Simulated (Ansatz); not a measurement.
**GaSiH₂ (doublet): from Hartree-Fock to the top rungs, cc-pVTZ**

How much of the correlation energy of GaSiH₂ (doublet) does each wave-function method recover here?

Computed with Ansatz 0.2.0, Gaussian basis. Level: cc-pVTZ, core rule «outside noble gas», up to 19 orbitals frozen.

Plan: UHF; CCSD(T) on ROHF; CCSD(T) on UHF; BCCD(T) on ROHF; CCSDT(Q) on ROHF; CCSDT(Q) on UHF.

15 further runs of the same task are left out: 4 for a known fault of the program, 11 set aside as unsound or not needed. Runs told in other sessions of the task aren't counted.

### 1 What is computed

The geometry is a PBE0/def2-TZVP stationary point (not a proven minimum). No spin-orbit coupling is included. The filled d shell of Ga may be among the frozen orbitals whatever the setting's name suggests.

4 atoms, charge 0, spin multiplicity 2.

Atoms are counted from 1 here; the program's logs count them from 0.

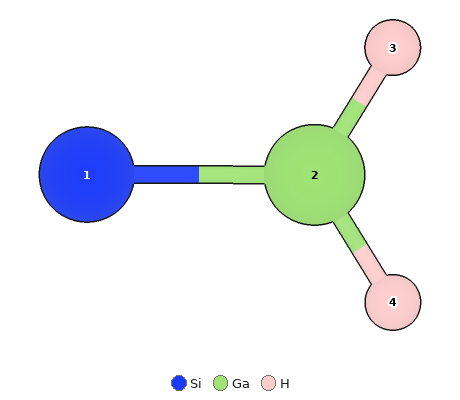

The structure; silicon blue, gallium green, hydrogen pink; atoms are numbered from 1 in the order of the file.

### 2 UHF

Input file in.yaml:

```yaml
crystal:
  periodic: [false, false, false]
  atoms:
    - {symbol: Si, position_ang: [0.000000, 0.000000, 1.739044]}
    - {symbol: Ga, position_ang: [0.000000, 0.000000, -0.657659]}
    - {symbol: H, position_ang: [0.000000, 1.345603, -1.482210]}
    - {symbol: H, position_ang: [0.000000, -1.345603, -1.482210]}
basis:
  gaussian: {orbitals: cc-pVTZ}
magnetization: {spin_polarized: true, initial_magnetization: 1}
hamiltonian: {xc: hf}
output: {orbitals: {seedname: orbitals}}
```

The run is started by

```sh
> ansatz run in.yaml --threads 1 --pin off --events-out ev --progress --plain --max-ram 4096MiB --backend cpu
```

The runs that follow: CCSD(T) on ROHF; CCSD(T) on UHF; BCCD(T) on ROHF; CCSDT(Q) on ROHF; CCSDT(Q) on UHF.

Before running them: what should the planned runs give, taken together? Wanted: UCCSDT(Q) from the RHF energy; RMP2 from UCCSDT(Q); UMP2 from UCCSDT(Q); RCCSD from UCCSDT(Q); RCCSD(T) from UCCSDT(Q); UCCSD(T) from UCCSDT(Q); RCCSDT(Q) from UCCSDT(Q); T1 diagnostic.

The runs gave:

| quantity | value |
| --- | --- |
| UCCSDT(Q) from the ROHF energy | -5.4595 eV |
| RMP2 from UCCSDT(Q) | +1224.8 meV |
| UMP2 from UCCSDT(Q) | +1403.1 meV |
| RCCSD from UCCSDT(Q) | +233.2 meV |
| RCCSD(T) from UCCSDT(Q) | +48.5 meV |
| UCCSD(T) from UCCSDT(Q) | +59.4 meV |
| RCCSDT(Q) from UCCSDT(Q) | +0.4 meV |
| levels within 1 kcal/mol (43 meV) | RCCSDT, UCCSDT, RCCSDT(Q) |
| T1 diagnostic | 0.021 |

What this shows: RCCSD(T) lands +48.5 meV from the yardstick (0.9 % of the correlation energy). These misses are within one basis, not against nature; the frozen cores of restricted and unrestricted runs differ, which can shift their rows.
